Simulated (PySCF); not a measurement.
# BeSe2: singlet, from a side-on start

Where does singlet BeSe2 go from a side-on start, is the end point a minimum, and what are its modes, charges and moments?

The runs use PySCF 2.14.0; PBE0, basis Be def2-SVP, Se def2-SVP, no relativity, density fitting.

### 1 The system as given

3 atoms, charge 0, spin multiplicity 1.

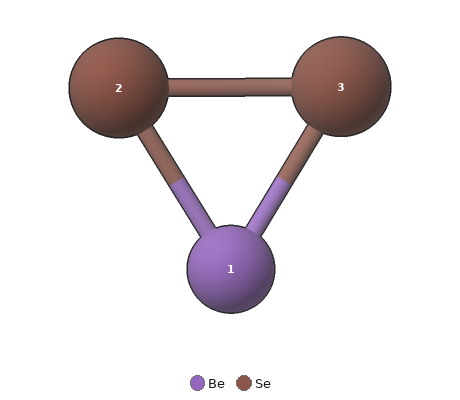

The starting geometry (beryllium purple, selenium brown); atoms are numbered from 1 in the order of the file.

Coordinates in bohr (charge 0 multiplicity 1):
```
Be    0.0000    0.0000    0.0000
Se    2.2110    0.0000    3.6217
Se   -2.2110    0.0000    3.6217
```

### 2 Finding the electronic state

The steps below are one call of a driver around PySCF. For each, scf.py gives the equivalent set-up of the SCF; relaxations use the driver's own optimiser. After this first run the driver tries any further starts and a stability analysis.

File scf.py:

```python
from pyscf import gto, scf, dft
mol = gto.M(atom='''
Be     0.000000     0.000000     0.000000
Se     1.170000     0.000000     1.916500
Se    -1.170000     0.000000     1.916500''',
    basis={'Be': 'def2-SVP', 'Se': 'def2-SVP'},
    charge=0, spin=0)
mf = dft.RKS(mol, xc='PBE0')
mf.grids.atom_grid = (50, 194)
aux = {'Be': 'def2-universal-JKFIT', 'Se': 'def2-universal-JKFIT'}
mf = mf.density_fit(auxbasis=aux)
mf.conv_tol = 1e-08
mf.diis_space = 10
mf.max_cycle = 60
mf.init_guess = 'minao'
mf.verbose = 4
mf.kernel()
```

Started as:

```bash
$ OMP_NUM_THREADS=2 python axn.py task.json out
```

The program printed:

```text
init E= -4815.13716706445
  HOMO = -0.234446370453013  LUMO = -0.154389227778327  gap/eV = 2.17847
cycle= 1 E= -4816.59039219964  delta_E= -1.45  |g|= 0.294  |ddm|= 2.43
  HOMO = -0.193156656477344  LUMO = -0.141242949595752  gap/eV = 1.41264
cycle= 2 E= -4815.80612978097  delta_E= 0.784  |g|= 1.22  |ddm|= 2.78
  HOMO = -0.183696256999462  LUMO = -0.14410473542618  gap/eV = 1.07734
cycle= 3 E= -4816.63969586681  delta_E= -0.834  |g|= 0.0824  |ddm|= 2.59
  HOMO = -0.185787683945967  LUMO = -0.147928487564049  gap/eV = 1.03020
cycle= 4 E= -4816.64199395839  delta_E= -0.0023  |g|= 0.0287  |ddm|= 0.127
  HOMO = -0.189795332366672  LUMO = -0.151788110458363  gap/eV = 1.03423
cycle= 5 E= -4816.64231854717  delta_E= -0.000325  |g|= 0.00831  |ddm|= 0.068
  HOMO = -0.189899293386549  LUMO = -0.150122651071121  gap/eV = 1.08238
cycle= 6 E= -4816.64234434658  delta_E= -2.58e-05  |g|= 0.00259  |ddm|= 0.0135
  HOMO = -0.190357599130018  LUMO = -0.150209706138834  gap/eV = 1.09248
cycle= 7 E= -4816.64234717633  delta_E= -2.83e-06  |g|= 0.000614  |ddm|= 0.00446
  HOMO = -0.190413228655611  LUMO = -0.150194547172023  gap/eV = 1.09441
cycle= 8 E= -4816.64234732567  delta_E= -1.49e-07  |g|= 0.000114  |ddm|= 0.000935
  HOMO = -0.190416390816829  LUMO = -0.150187998518205  gap/eV = 1.09467
cycle= 9 E= -4816.64234733237  delta_E= -6.7e-09  |g|= 3.26e-05  |ddm|= 0.000236
  HOMO = -0.190413330906027  LUMO = -0.150183725687507  gap/eV = 1.09470
Extra cycle  E= -4816.64234733257  delta_E= -1.95e-10  |g|= 2.89e-05  |ddm|= 7.6e-05
converged SCF energy = -4816.64234733257
```

This step, with its further starts and checks, took 5.8 s on 2 threads of Arm Neoverse V1, shared host.

The starts that the driver tried:

```tsv
start	energy (Eh)
the minimal-basis guess	-4816.642347
a thermally smeared density	-4816.642347
a smeared PBE density	-4816.642347
```

The test of internal stability and the other starts found no lower closed-shell solution.

### 3 Side-on start, singlet: relaxation

The program finds C2v symmetry in the start, which this walk keeps.

Changes to scf.py since step 2:

```diff
@@ -3,3 +3,3 @@
-Be     0.000000     0.000000     0.000000
-Se     1.170000     0.000000     1.916500
-Se    -1.170000     0.000000     1.916500''',
+Be     0.000000     0.000000    -1.814206
+Se     1.170000     0.000000     0.102294
+Se    -1.170000     0.000000     0.102294''',
@@ -15 +14,0 @@
-mf.init_guess = 'minao'
```

Energy and gradient, step by step:

```tsv
step	energy (Eh)	change (kJ/mol)	largest symmetric gradient (Eh/bohr)
0	-4816.642347	0.00	0.07162
1	-4816.665093	-59.72	0.04337
2	-4816.672933	-80.30	0.00982
3	-4816.673299	-81.26	0.00321
4	-4816.673364	-81.43	0.00127
5	-4816.673382	-81.48	0.00007
```

The walk took 7.5 s.

Geometry (Å) and forces (eV/Å) at some steps:

```
step 0
Be   0.000   0.000  -1.814   0.000   0.000   3.683
Se   1.170   0.000   0.102   1.230   0.000  -1.841
Se  -1.170   0.000   0.102  -1.230   0.000  -1.841
step 1
Be   0.000   0.000  -1.692   0.000   0.000   2.230
Se   1.226   0.000   0.041   0.135   0.000  -1.115
Se  -1.226   0.000   0.041  -0.135   0.000  -1.115
step 3
Be   0.000   0.000  -1.571   0.000   0.000   0.028
Se   1.267   0.000  -0.019   0.165   0.000  -0.014
Se  -1.267   0.000  -0.019  -0.165   0.000  -0.014
step 5
Be   0.000   0.000  -1.563   0.000   0.000   0.004
Se   1.280   0.000  -0.023   0.003   0.000  -0.002
Se  -1.280   0.000  -0.023  -0.003   0.000  -0.002
```

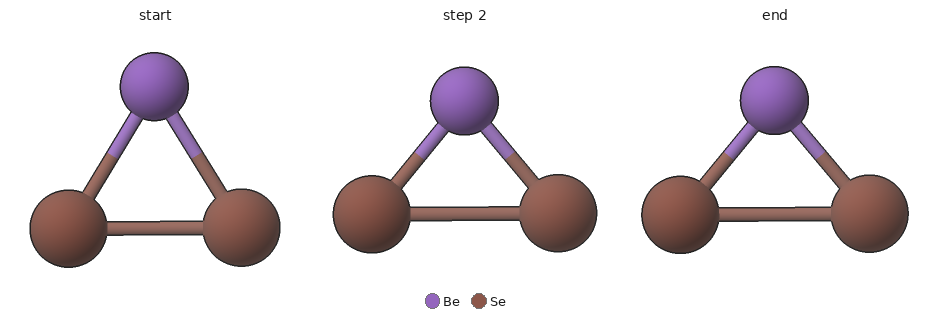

Start and end of the relaxation, with a step between.

End point (C2v, 5 steps, 81.5 kJ/mol gained): Be–Se 2.003 Å (×2), Se–Se 2.560 Å; Be–Se–Se 50.3° (×2), Se–Be–Se 79.5°.

### 4 Vibrations and properties at this point

On the finer grid the gradient is checked again; gradients at displacements of ±0.02 bohr then give force constants and infrared intensities.

Changes to scf.py since step 3:

```diff
@@ -3,3 +3,3 @@
-Be     0.000000     0.000000    -1.814206
-Se     1.170000     0.000000     0.102294
-Se    -1.170000     0.000000     0.102294''',
+Be     0.000000     0.000000    -1.456434
+Se     1.281566     0.000000     0.081362
+Se    -1.281566     0.000000     0.081362''',
@@ -9 +9 @@
-mf.grids.atom_grid = (50, 194)
+mf.grids.atom_grid = (75, 302)
@@ -12 +12 @@
-mf.conv_tol = 1e-08
+mf.conv_tol = 1e-10
```

The driver hands on the density of the step before, so the log starts near convergence.

Log of the central SCF (cycles and frontier levels):

```text
init E= -4816.67342392813
  HOMO = -0.215575043995713  LUMO = -0.114477163877205  gap/eV = 2.75101
cycle= 1 E= -4816.67342392811  delta_E= 1.73e-11  |g|= 2.25e-06  |ddm|= 5.76e-06
  HOMO = -0.21557540162419  LUMO = -0.114476670151059  gap/eV = 2.75104
Extra cycle  E= -4816.67342392812  delta_E= -8.19e-12  |g|= 3.27e-06  |ddm|= 8.02e-06
converged SCF energy = -4816.67342392812
```

The whole step took 16 s.

Geometry: C2v; Be–Se 2.002 Å (×2), Se–Se 2.563 Å; Be–Se–Se 50.2° (×2), Se–Be–Se 79.6°.

Modes, for the most abundant isotopes:

```csv
symmetry,ω (cm⁻¹),IR (km/mol)
a1,204,4.2
b2,622,50.7
a1,745,54.6
```

All wavenumbers are real: a minimum.

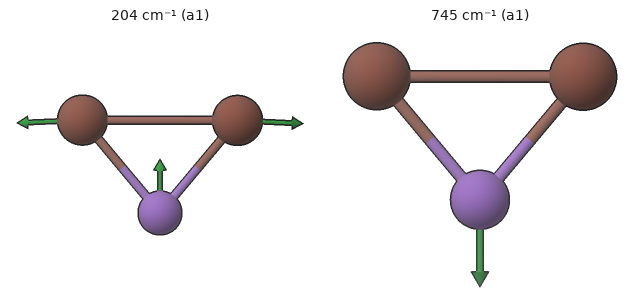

How the atoms move in 2 of the modes.

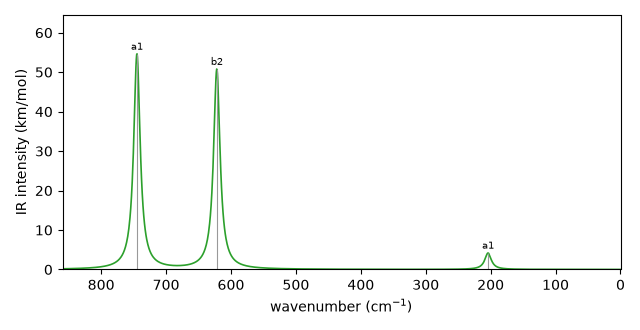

The harmonic infrared spectrum (widths in cm⁻¹). Lines are broadened to a width of 12 cm⁻¹ (Lorentzian).

Properties at this point:

```yaml
Dipole_moment: 3.63 D
Highest_occupied_level: -5.87 eV
Lowest_empty_level: -3.12 eV
Rotational_constants: 0.8356, 0.06422, 0.05963 cm⁻¹
Zero-point_energy: 9.4 kJ/mol
Principal_polarisabilities: 41.8, 59.9, 76.8 bohr³
Atomisation_energy_without_zero-point_energy: 611 kJ/mol
Principal_traceless_quadrupole_moments_about_the_centre_of_mass: -7.36, -3.48, 10.85 D Å
Entropy_at_298.15_K_and_1_bar: 286.3 J/(mol K)
Heat_capacity_Cp_at_298.15_K: 48.2 J/(mol K)
Enthalpy_at_298.15_K_above_0_K: 12.01 kJ/mol
Rotational_symmetry_number: 2
```

Charges (e) and bond orders:

```json
{"atom": "Be1", "Mulliken": "0.34", "Löwdin": "-0.01", "polar tensor": "0.63", "Mayer order to Be1": "–"}
{"atom": "Se2,3", "Mulliken": "-0.17", "Löwdin": "0.01", "polar tensor": "-0.31", "Mayer order to Be1": "1.21"}
```

Mulliken populations on Be1: s 2.63, p 1.03.

### 5 Stability of the closed shell

At the lowest minimum the closed shell is tested against spin polarisation, on the (50, 194) grid. It is stable.

### 6 Results

| quantity | value |
| --- | --- |
| minimum | singlet, C2v |
| geometry | Be–Se 2.002 Å (×2), Se–Se 2.563 Å; Be–Se–Se 50.2° (×2), Se–Be–Se 79.6° |
| wavenumbers (cm⁻¹) | 204 (a1), 622 (b2), 745 (a1) |
| dipole moment | 3.63 D |
| highest occupied, lowest empty level | -5.87, -3.12 eV |
| polar-tensor charge of Be1 | +0.63 e |
| zero-point energy | 9.4 kJ/mol |
| entropy at 298.15 K | 286.3 J/(mol K) |
| atomisation energy (no zero-point energy) | 611 kJ/mol |

What this shows: The side-on start keeps its C2v symmetry and ends in a minimum. In the infrared the band at 745 cm⁻¹ (a1) leads. Other starts or spin states, not run here, may lie lower.

The search up to here took 31 s on 2 threads of Arm Neoverse V1, shared host.
